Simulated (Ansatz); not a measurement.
# TiO2: short molecular dynamics of a 24-atom cell, part 2 of 2

How do the atoms of TiO2 (P4_2/mnm) move when started on their sites? Runs: PBE, 30 steps of 3 fs under a Nosé-Hoover thermostat at 200 K; r2SCAN, 40 steps of 1.5 fs at constant energy, with velocities drawn for 1000 K. The cell is a 1×2×2 supercell of the structure relaxed with r2SCAN.

Ansatz 0.2.0, plane waves. The steps go on from the part before.

## (6) Run 2: r2SCAN

Contents of input.yaml:

```yaml
crystal:
  lattice:
    - [4.5968460062, 0.0, 0.0]
    - [0.0, 9.1936920124, 0.0]
    - [0.0, 0.0, 5.9070030029]
  atoms:
    - { symbol: Ti, position: [0.0, 0.0, 0.0] }
    - { symbol: Ti, position: [0.5, 0.25, 0.25] }
    - { symbol: O, position: [0.3046430012, 0.1523215006, 0.0] }
    - { symbol: O, position: [0.1953569988, 0.4023215006, 0.25] }
    - { symbol: O, position: [0.6953569988, 0.3476784994, 0.0] }
    - { symbol: O, position: [0.8046430012, 0.0976784994, 0.25] }
    - { symbol: Ti, position: [0.0, 0.0, 0.5] }
    - { symbol: Ti, position: [0.5, 0.25, 0.75] }
    - { symbol: O, position: [0.3046430012, 0.1523215006, 0.5] }
    - { symbol: O, position: [0.1953569988, 0.4023215006, 0.75] }
    - { symbol: O, position: [0.6953569988, 0.3476784994, 0.5] }
    - { symbol: O, position: [0.8046430012, 0.0976784994, 0.75] }
    - { symbol: Ti, position: [0.0, 0.5, 0.0] }
    - { symbol: Ti, position: [0.5, 0.75, 0.25] }
    - { symbol: O, position: [0.3046430012, 0.6523215006, 0.0] }
    - { symbol: O, position: [0.1953569988, 0.9023215006, 0.25] }
    - { symbol: O, position: [0.6953569988, 0.8476784994, 0.0] }
    - { symbol: O, position: [0.8046430012, 0.5976784994, 0.25] }
    - { symbol: Ti, position: [0.0, 0.5, 0.5] }
    - { symbol: Ti, position: [0.5, 0.75, 0.75] }
    - { symbol: O, position: [0.3046430012, 0.6523215006, 0.5] }
    - { symbol: O, position: [0.1953569988, 0.9023215006, 0.75] }
    - { symbol: O, position: [0.6953569988, 0.8476784994, 0.5] }
    - { symbol: O, position: [0.8046430012, 0.5976784994, 0.75] }
kpoints:
  mp_grid: { grid: [4, 2, 2] }
hamiltonian:
  xc: r2scan
scf:
  occupations: { method: fermi_dirac, width: 0.086 }
md:
  ensemble: nve
  temperature: 1000
  timestep: 1.5
  n_steps: 40
  initial_velocities: maxwell_boltzmann
  seed: 1282
```

Run with:

```
$ ansatz run input.yaml --threads 4 --pin off --max-ram 5529MiB --backend cpu --events-out ev --progress --plain --runs-dir out
```

Log:

```text
Warning: md: disabling space-group detection — thermal motion breaks the input geometry's symmetry, so no spatial operation reduces the k-mesh or symmetrises the density; time reversal is kept, so that k and −k are solved as one point where they differ and the mesh holds both, and exact exchange and, on two spinor components, a DFT+U term hold to it where the run has them: on two components no moment then forms, and a state that bears one, which a typed moment (crystal.atoms[].spin; refused beside efield: under a hybrid functional) reaches, can lie lower, under hf by electronvolts; crystal.symmetry.detect: false (a key that needs symmetry detection or time reversal refuses this as the deck is read) with time_reversal: false beside it drops time reversal too
Warning: RAYON_NUM_THREADS=4 ignored (pool sized by the plan → 4); use --threads N
Engine: ansatz 0.2.0, aarch64-unknown-linux-gnu
Pseudopotentials: kind: paw
Pseudopotential: Ti, paw, valence charge 12, recommended cutoff 500 eV (meta_gga), Ti.paw.azcp
Pseudopotential: O, paw, valence charge 6, recommended cutoff 500 eV (meta_gga), O.paw.azcp
Functional definition: r2SCAN
  parameter k0 = 0.174
  parameter k1 = 0.065
  parameter a1 = 4.9479
  exchange = r2scan_x(k0 = k0, k1 = k1, a1 = a1)
  correlation = r2scan_c
Crystal: 24 atoms, lattice volume = 249.642 Å³
Basis set: ecut = 500 eV, 6309 PW (Γ), exchange–correlation on 144×288×180 points (64 copies of the dense FFT grid, shifted against one another)
Bands: 120, of which v1, the nominal top of the filled ones, is band 96 counted from 1 (95 counted from 0)
Symmetry: 1 space group operations
k-points: 12 of 16 (time reversal used)
Non-local potential: Ti, projectors of the file, l = 0: 3, l = 1: 2, l = 2: 3, l = 3: 1
Non-local potential: O, projectors of the file, l = 0: 2, l = 1: 2, l = 2: 1
PAW form: soft (Blöchl's): semilocal exchange-correlation on the pseudo side does not see the compensation charge
PAW frozen core: Ti, regenerated for the run's functional (the file was generated under x = pbe(κ = 0.804, μ = 0.2195149727645171), c = pbe(β = 0.06672455060314922))
PAW frozen core: O, regenerated for the run's functional (the file was generated under x = pbe(κ = 0.804, μ = 0.2195149727645171), c = pbe(β = 0.06672455060314922))
PAW one-centre angular grid: Ti, 590 points (default); XC on 160 Gauss nodes
PAW one-centre angular grid: O, 302 points (default); XC on 160 Gauss nodes
Initial density: superposition of atomic densities (neutral atoms: chi_scale 0, normalization atom), corrected by the library's trained network
Initial wavefunctions: pseudopotential atomic-orbital guess
Functional: x = r2scan, c = r2scan; τ floored in thin density (d = 2e-4 eV/Å³)
SCF iter   1: F=—  HF=-29170.209068 eV  |F-HF|=—  |Δ(HF+E_count)|=         —  Δρ=2.77e-2  dr2=2.24e0  dr2_τ=1.55e0  ethr=1.77e-3  ⟨swp⟩=5.1  Hψ=5377  notcnv=0
preconditioner: auto → Resta (q_TF=auto, 2.611 Å⁻¹)  ε∞=7.3  [insulator: Δε(μ)=2.736 eV  Ē_g=10.561 eV  σ=0.086 eV  W_gap=1.00  n_scr=68 (ndim 8)  ℏωp=26.6 eV  f_vac=0.017  D(μ)=0.00/eV (n_scr^D=0)  ε∞_Penn≈7.3]
SCF iter   2: F=—  HF=-29170.283853 eV  |F-HF|=—  |Δ(HF+E_count)|=   7.48e-2  Δρ=1.22e-2  dr2=1.77e-1  dr2_τ=1.14e-1  ethr=1.17e-3  ⟨swp⟩=3.5  Hψ=3028  notcnv=0  defer=88
SCF iter   3: F=—  HF=-29170.262304 eV  |F-HF|=—  |Δ(HF+E_count)|=   2.15e-2  Δρ=4.07e-3  dr2=2.46e-2  dr2_τ=2.19e-3  ethr=9.23e-5  ⟨swp⟩=2.0  Hψ=2320  notcnv=0  defer=88
SCF iter   4: F=—  HF=-29170.261533 eV  |F-HF|=—  |Δ(HF+E_count)|=   7.70e-4  Δρ=1.17e-3  dr2=1.72e-3  dr2_τ=4.14e-4  ethr=1.28e-5  ⟨swp⟩=2.0  Hψ=1843  notcnv=0  defer=88
SCF iter   5: F=—  HF=-29170.261812 eV  |F-HF|=—  |Δ(HF+E_count)|=   2.79e-4  Δρ=1.84e-4  dr2=1.01e-4  dr2_τ=5.72e-6  ethr=8.94e-7  ⟨swp⟩=2.0  Hψ=1903  notcnv=0  defer=88
SCF iter   6: F=—  HF=-29170.261738 eV  |F-HF|=—  |Δ(HF+E_count)|=   7.46e-5  Δρ=4.41e-5  dr2=6.97e-6  dr2_τ=3.11e-7  ethr=5.27e-8  ⟨swp⟩=2.3  Hψ=2372  notcnv=0  defer=88
SCF iter   7: F=—  HF=-29170.261878 eV  |F-HF|=—  |Δ(HF+E_count)|=   1.40e-4  Δρ=2.16e-5  dr2=1.27e-6  dr2_τ=9.28e-8  ethr=3.63e-9  ⟨swp⟩=2.0  Hψ=1972  notcnv=0  defer=88
SCF iter   8: F=—  HF=-29170.261878 eV  |F-HF|=—  |Δ(HF+E_count)|=   3.17e-8  Δρ=1.43e-5  dr2=5.24e-7  dr2_τ=5.06e-8  ethr=6.62e-10  ⟨swp⟩=2.0  Hψ=2098  notcnv=0  defer=88
SCF iter   9: F=-29170.261878 eV  HF=-29170.261878 eV  |F-HF|=6.55e-11  |Δ(HF+E_count)|=   9.02e-8  Δρ=1.39e-6  dr2=3.12e-9  dr2_τ=4.37e-10  ethr=1.25e-11  ⟨swp⟩=3.0  Hψ=5418  notcnv=0
SCF 1 converged in 9 iterations: F = -29170.261878 eV  dr2 = 3.12e-9
md step     0: t =     0.00 fs  T =  1000.0 K  F+E_penalty+E_count = -29170.26187786 eV  E_kin = 2.972980 eV  conserved = -29167.28889788 eV  (9 SCF iters)
[... from here on, the SCF cycles and remarks between the steps are left out, and one step in 2 is shown ...]
md step     1: t =     1.50 fs  T =   984.7 K  F+E_penalty+E_count = -29170.21608270 eV  E_kin = 2.927448 eV  conserved = -29167.28863466 eV  (10 SCF iters)
md step     3: t =     4.50 fs  T =   870.3 K  F+E_penalty+E_count = -29169.87410245 eV  E_kin = 2.587392 eV  conserved = -29167.28671035 eV  (10 SCF iters)
md step     5: t =     7.50 fs  T =   682.2 K  F+E_penalty+E_count = -29169.31166124 eV  E_kin = 2.028055 eV  conserved = -29167.28360597 eV  (5 SCF iters)
md step     7: t =    10.50 fs  T =   485.3 K  F+E_penalty+E_count = -29168.72340850 eV  E_kin = 1.442764 eV  conserved = -29167.28064415 eV  (4 SCF iters)
md step     9: t =    13.50 fs  T =   341.3 K  F+E_penalty+E_count = -29168.29378681 eV  E_kin = 1.014623 eV  conserved = -29167.27916352 eV  (3 SCF iters)
md step    11: t =    16.50 fs  T =   281.7 K  F+E_penalty+E_count = -29168.11694583 eV  E_kin = 0.837394 eV  conserved = -29167.27955208 eV  (4 SCF iters)
md step    13: t =    19.50 fs  T =   300.2 K  F+E_penalty+E_count = -29168.17348479 eV  E_kin = 0.892484 eV  conserved = -29167.28100059 eV  (4 SCF iters)
md step    15: t =    22.50 fs  T =   368.1 K  F+E_penalty+E_count = -29168.37672803 eV  E_kin = 1.094313 eV  conserved = -29167.28241468 eV  (4 SCF iters)
md step    17: t =    25.50 fs  T =   455.3 K  F+E_penalty+E_count = -29168.63696143 eV  E_kin = 1.353573 eV  conserved = -29167.28338797 eV  (4 SCF iters)
md step    19: t =    28.50 fs  T =   539.5 K  F+E_penalty+E_count = -29168.88815547 eV  E_kin = 1.603972 eV  conserved = -29167.28418363 eV  (4 SCF iters)
md step    21: t =    31.50 fs  T =   602.6 K  F+E_penalty+E_count = -29169.07644440 eV  E_kin = 1.791402 eV  conserved = -29167.28504272 eV  (5 SCF iters)
md step    23: t =    34.50 fs  T =   626.5 K  F+E_penalty+E_count = -29169.14833391 eV  E_kin = 1.862621 eV  conserved = -29167.28571271 eV  (4 SCF iters)
md step    25: t =    37.50 fs  T =   599.0 K  F+E_penalty+E_count = -29169.06650340 eV  E_kin = 1.780963 eV  conserved = -29167.28553994 eV  (4 SCF iters)
md step    27: t =    40.50 fs  T =   526.0 K  F+E_penalty+E_count = -29168.84794061 eV  E_kin = 1.563891 eV  conserved = -29167.28404937 eV  (4 SCF iters)
md step    29: t =    43.50 fs  T =   439.0 K  F+E_penalty+E_count = -29168.58711159 eV  E_kin = 1.305259 eV  conserved = -29167.28185307 eV  (4 SCF iters)
md step    31: t =    46.50 fs  T =   381.8 K  F+E_penalty+E_count = -29168.41557565 eV  E_kin = 1.134938 eV  conserved = -29167.28063761 eV  (4 SCF iters)
[... 2 lines left out ...]
Step cancelled. What follows is not a result of the run: it is the report of the last solve that finished, which converged after 4 SCF iterations.
Free energy (F): -29168.415576 eV
Harris-Foulkes:  -29168.415576 eV  (|F-HF|=2.87e-9)
Internal energy: -29168.415575 eV  (E = F + TS)
E sigma→0 (E₀):  -29168.415575 eV
Entropy (-TS):   -0.000001 eV (-0.000 meV/atom)
Fermi energy:    9.950994 eV
--- Per-component energies (eV) ---
  E_band       = -1753.818101
  E_kinetic    = 5016.483273
  E_local      = -12432.406099  (includes V_loc(G=0)·N_el)
  E_nonlocal   = 772.053859
  E_hartree    = 4740.102476
  E_xc         = -1932.852473
  E_vxc        = -2775.257651  (∫ρ·V_xc dr)
  E_paw        = -10993.465454  (= ΣΔE_a)
  E_vpaw       = -1997.758432  (= ΣTr[D̂ρ^β])
  E_aug_tail   = 0.017190  (compensation charges beyond the density's cutoff)
  E_vtau       = 182.844896  (kinetic-family band-sum trace: ∫τ·v_τ [+ j·A + Jᵃ·Aᵃ] dr)
  E_ewald      = -14335.809636
  E_core_change = -2.538712  (= ΣΔE_core)
  E_smearing   = -0.000001  (= −TS)
  E_closure    = -0.000000  (closes the sum)
  Σ components = -29168.415576   (vs F -29168.415576, Δ=0.00e0)
--- Forces (eV/Å), atoms counted from 1 ---
  atom   1  Ti    -0.69586303     0.25040822     0.42677629
  atom   2  Ti     1.00647855    -0.68181535     0.87872386
  atom   3  O     -1.05768686    -0.42906296    -0.71742084
  atom   4  O      0.89476918    -2.29085930    -2.06214268
  atom   5  O      0.31122864     0.59293762     0.36439126
  atom   6  O     -0.38469866     0.78817784     1.58517881
  atom   7  Ti    -0.91643939     0.52276009     0.45548112
  atom   8  Ti     0.23417490    -1.31340535    -0.16518369
  atom   9  O      0.58652475     1.30260184    -0.86776102
  atom  10  O      0.50175688    -0.54450270     0.69503325
  atom  11  O     -0.55362869    -0.40452706     0.36688107
  atom  12  O     -0.02634932     1.05355714     0.23284450
  atom  13  Ti    -0.18782296     1.13853215    -1.62872094
  atom  14  Ti     0.31492002    -0.47813953     1.99339236
  atom  15  O      0.85942507     1.70914055    -0.85907119
  atom  16  O      0.33894127    -0.06026463    -1.02612708
  atom  17  O     -0.76943078    -1.38609237    -1.07422085
  atom  18  O     -0.23200799     0.24184458     0.02427553
  atom  19  Ti    -1.92181409     2.90347101     2.01495964
  atom  20  Ti     0.79771961    -0.86541570    -1.94445756
  atom  21  O     -1.30103859    -0.34007720     0.65057677
  atom  22  O      1.29768516    -1.66710187    -1.06255538
  atom  23  O      0.65428481     0.34998331     1.25088877
  atom  24  O      0.24883321    -0.39211220     0.46830036
  max |Σ_I F_I| component: 4.24e-5 eV/Å
End of that report.
Error: SIGTERM received: cancelled by the caller after 1 completed SCF iterations
```

Wall time 7.6 min (4 threads of Arm Neoverse V1, shared host).

## (7) What the atoms did

The run was stopped at its time limit after 31 steps, short of the number asked for. What follows covers the steps that were done.

One step in 2; energies are changes from step 0; msd is the mean square displacement from the start, the centre of mass held:

| time (fs) | T (K) | potential energy change (meV/atom) | total energy change (meV/atom) | msd O (Å²) | msd Ti (Å²) |
| --- | --- | --- | --- | --- | --- |
| 0.0 | 1000 | 0.0 | 0.00 | 0.000 | 0.000 |
| 3.0 | 940 | 7.5 | 0.04 | 0.001 | 0.000 |
| 6.0 | 782 | 27.2 | 0.15 | 0.005 | 0.002 |
| 9.0 | 581 | 52.2 | 0.29 | 0.010 | 0.003 |
| 12.0 | 404 | 74.2 | 0.38 | 0.015 | 0.005 |
| 15.0 | 301 | 87.1 | 0.41 | 0.020 | 0.008 |
| 18.0 | 283 | 89.2 | 0.36 | 0.023 | 0.010 |
| 21.0 | 330 | 83.3 | 0.30 | 0.024 | 0.012 |
| 24.0 | 411 | 73.2 | 0.25 | 0.024 | 0.013 |
| 27.0 | 499 | 62.3 | 0.21 | 0.023 | 0.015 |
| 30.0 | 575 | 52.8 | 0.18 | 0.023 | 0.017 |
| 33.0 | 620 | 47.2 | 0.14 | 0.022 | 0.018 |
| 36.0 | 619 | 47.3 | 0.13 | 0.022 | 0.020 |
| 39.0 | 567 | 53.8 | 0.16 | 0.022 | 0.023 |
| 42.0 | 481 | 64.5 | 0.25 | 0.023 | 0.025 |
| 45.0 | 404 | 74.1 | 0.33 | 0.023 | 0.027 |
| 46.5 | 382 | 76.9 | 0.34 | 0.023 | 0.028 |

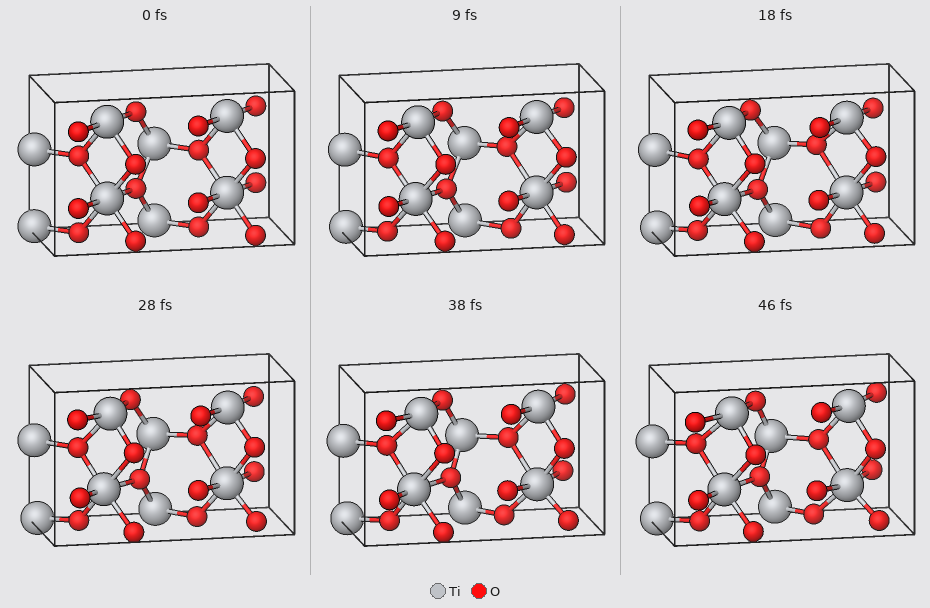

Six frames of the run, seen slightly off an axis. Each atom of the cell is drawn once. Atoms are followed across the cell's faces. Sticks are the contacts of the first frame, kept unless stretched by 40 %.

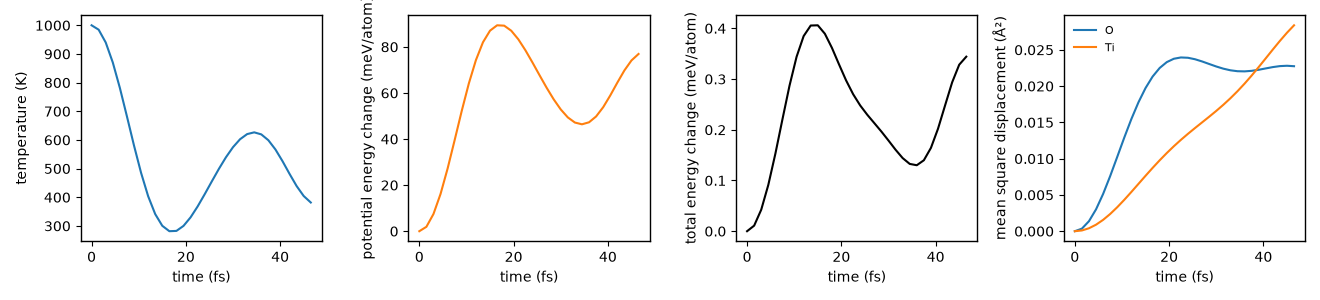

Time series of the run, each on its own scale.

## (8) Frames from the trajectory

Extended XYZ, with forces in eV/Å:

```xyz
24
Lattice="4.597 0.000 0.000 0.000 9.194 0.000 0.000 0.000 5.907" Properties=species:S:1:pos:R:3:forces:R:3 pbc="T T T" time_fs=12.0 T=404 dE=1.7818
Ti   -0.048    0.087   -0.048    0.706   -1.819    0.455
Ti    2.336    2.217    1.468   -1.158    1.064    0.404
O     1.267    1.376    0.040    1.902    0.851   -0.267
O     1.008    3.708    1.477   -0.512    0.690   -0.163
O     3.339    3.137    0.029   -0.963    0.214   -0.543
O     3.739    0.910    1.576   -1.200    0.716   -1.926
Ti   -0.041    0.027    2.930    1.442   -1.406    0.523
Ti    2.332    2.342    4.410   -0.393    0.142   -0.690
O     1.472    1.369    2.872   -0.051    0.325    1.225
O     0.851    3.549    4.460    0.486    1.010    0.213
O     3.281    3.179    2.977   -1.041   -0.483    0.352
O     3.649    0.892    4.467   -0.395    0.356   -0.258
Ti   -0.088    4.646   -0.019    1.206   -1.101    1.467
Ti    2.289    6.873    1.488   -0.182    1.323   -1.200
O     1.535    6.069   -0.033   -2.073   -2.239    1.033
O     0.825    8.331    1.479    0.819   -1.180    0.005
O     3.103    7.767    0.020    1.045    1.013    0.724
O     3.699    5.511    1.556    0.184   -0.306   -0.794
Ti    0.037    4.599    2.993    0.700   -1.661   -1.679
Ti    2.307    6.877    4.383   -0.277    1.723    0.907
O     1.322    5.935    3.113    1.652    0.815   -1.441
O     0.812    8.232    4.334    0.661    0.575    1.462
O     3.261    7.813    3.029   -1.475   -0.853   -0.997
O     3.816    5.511    4.392   -1.081    0.231    1.188
24
Lattice="4.597 0.000 0.000 0.000 9.194 0.000 0.000 0.000 5.907" Properties=species:S:1:pos:R:3:forces:R:3 pbc="T T T" time_fs=24.0 T=411 dE=1.7575
Ti   -0.075    0.127   -0.084    1.066   -1.491    0.669
Ti    2.342    2.168    1.467   -1.724    2.173   -0.588
O     1.276    1.409    0.060    1.027   -0.161   -0.084
O     1.072    3.771    1.473   -0.945    0.288    0.796
O     3.401    3.096    0.018   -1.424    0.404   -0.167
O     3.704    0.960    1.537    0.638   -1.028   -0.746
Ti   -0.044    0.017    2.917    1.414   -1.362   -0.059
Ti    2.353    2.389    4.375   -0.850    0.301    0.608
O     1.527    1.356    2.887   -1.322   -0.422    1.097
O     0.842    3.486    4.500    0.347    1.704   -0.633
O     3.291    3.134    3.022   -0.132    0.632   -0.511
O     3.578    0.903    4.480    0.746   -0.809   -0.576
Ti   -0.142    4.666    0.001    1.579   -1.165    1.582
Ti    2.274    6.884    1.467   -0.449    0.491   -1.447
O     1.517    5.977    0.009   -0.898   -0.684    0.348
O     0.810    8.282    1.487    0.103   -0.193    0.493
O     3.089    7.816    0.091    0.673    0.555    0.013
O     3.713    5.503    1.576    0.150   -0.361   -0.328
Ti    0.092    4.558    2.990    0.699   -1.351   -1.442
Ti    2.307    6.902    4.364   -0.380    0.617    2.050
O     1.368    5.933    3.158    0.944    0.302   -1.389
O     0.775    8.219    4.350    0.355    1.103    1.091
O     3.217    7.776    3.026   -0.514    0.332   -0.911
O     3.849    5.543    4.435   -1.105    0.128    0.132
24
Lattice="4.597 0.000 0.000 0.000 9.194 0.000 0.000 0.000 5.907" Properties=species:S:1:pos:R:3:forces:R:3 pbc="T T T" time_fs=34.5 T=627 dE=1.1135
Ti   -0.076    0.126   -0.101    0.420   -0.577    0.328
Ti    2.309    2.171    1.456   -0.720    0.980   -0.398
O     1.361    1.434    0.070   -0.160   -0.500   -0.025
O     1.068    3.841    1.516   -0.337   -1.285    0.471
O     3.359    3.087   -0.005   -1.062    0.287    0.345
O     3.699    0.950    1.445    0.574   -0.674    0.935
Ti   -0.013   -0.023    2.906    0.487   -0.547   -0.227
Ti    2.353    2.436    4.357   -0.767   -0.582    1.569
O     1.494    1.324    2.972   -0.968    0.068   -0.344
O     0.859    3.544    4.497    0.233    1.073   -0.638
O     3.285    3.131    3.028    0.430    0.874   -1.195
O     3.561    0.867    4.454    1.024   -0.544   -0.356
Ti   -0.155    4.658    0.053    0.829    0.097   -0.235
Ti    2.251    6.906    1.418   -0.421   -0.626    0.026
O     1.434    5.845    0.073    0.763    1.536   -0.340
O     0.810    8.220    1.524   -0.136    0.390    0.241
O     3.124    7.898    0.156   -0.182   -0.541   -0.853
O     3.735    5.472    1.569   -0.262   -0.047    0.121
Ti    0.157    4.491    2.954    0.055    0.653    0.208
Ti    2.300    6.939    4.390    0.142   -0.783    0.420
O     1.475    5.955    3.103   -0.517   -0.242   -0.324
O     0.772    8.277    4.442    0.524    0.088    0.094
O     3.139    7.761    2.963    0.536    1.041    0.198
O     3.801    5.580    4.494   -0.488   -0.138   -0.020
24
Lattice="4.597 0.000 0.000 0.000 9.194 0.000 0.000 0.000 5.907" Properties=species:S:1:pos:R:3:forces:R:3 pbc="T T T" time_fs=46.5 T=382 dE=1.8463
Ti   -0.067    0.110   -0.110   -0.696    0.250    0.427
Ti    2.256    2.198    1.435    1.006   -0.682    0.879
O     1.443    1.426    0.072   -1.058   -0.429   -0.717
O     1.049    3.812    1.576    0.895   -2.291   -2.062
O     3.235    3.103   -0.005    0.311    0.593    0.364
O     3.732    0.897    1.415   -0.385    0.788    1.585
Ti    0.032   -0.082    2.890   -0.916    0.523    0.455
Ti    2.336    2.473    4.371    0.234   -1.313   -0.165
O     1.390    1.302    3.046    0.587    1.303   -0.868
O     0.902    3.685    4.455    0.502   -0.545    0.695
O     3.298    3.183    2.958   -0.554   -0.405    0.367
O     3.612    0.796    4.398   -0.026    1.054    0.233
Ti   -0.148    4.652    0.106   -0.188    1.139   -1.629
Ti    2.215    6.916    1.365    0.315   -0.478    1.993
O     1.394    5.808    0.118    0.859    1.709   -0.859
O     0.805    8.171    1.575    0.339   -0.060   -1.026
O     3.148    7.945    0.164   -0.769   -1.386   -1.074
O     3.740    5.434    1.566   -0.232    0.242    0.024
Ti    0.225    4.437    2.923   -1.922    2.903    2.015
Ti    2.297    6.962    4.426    0.798   -0.865   -1.944
O     1.558    5.963    3.017   -1.301   -0.340    0.651
O     0.820    8.337    4.547    1.298   -1.667   -1.063
O     3.087    7.817    2.911    0.654    0.350    1.251
O     3.708    5.612    4.565    0.249   -0.392    0.468
```

## (9) What came out

This closing draws on all 2 parts.

| quantity | value |
| --- | --- |
| run 1: length | 30 steps of 3 fs |
| run 1: temperature, first and last step | 200 and 127 K |
| run 1: temperature, second half | mean 102 K, from 83 to 127 K |
| run 1: potential energy, second half | +15 meV/atom from this run's first step |
| run 1: largest change of the conserved energy | 0.27 meV/atom |
| run 1: mean square displacement, second half | Ti 0.010, O 0.010 Å² |
| run 2: length | 31 steps of 1.5 fs, cut short |
| run 2: temperature, first and last step | 1000 and 382 K |
| run 2: temperature, second half | mean 522 K, from 382 to 627 K |
| run 2: potential energy, second half | +59 meV/atom from this run's first step |
| run 2: largest change of the total energy | 0.41 meV/atom |
| run 2: mean square displacement, second half | O 0.023, Ti 0.020 Å² |

**Reading.** Run 1: Against a set 200 K the second half averages 102 K with a spread of 11 K (in equilibrium 24 atoms would scatter by about 34 K, over a far longer run); 15 meV/atom has gone into potential energy, and a thermostat that acts over some 100 fs has not made it up in 90 fs. The conserved energy strays from its start by at most 0.27 meV/atom, 2.0 % of the mean kinetic energy, fair for a step of 3 fs. The farthest move is 0.18 Å, against a mean nearest distance of 1.9 Å at the start: no atom has changed site so far. Run 2: The temperature starts at 1000 K and averages 522 K in the second half, where it ranges from 382 to 627 K; a mean near half the start is what vibrations about a minimum give, since they share energy equally between motion and strain. The total energy strays from its start by at most 0.41 meV/atom, 0.6 % of the mean kinetic energy, which is good for a step of 1.5 fs. The farthest move is 0.28 Å, against a mean nearest distance of 1.9 Å at the start: no atom has changed site so far. Averages from a run of 90 fs with 24 atoms are rough.
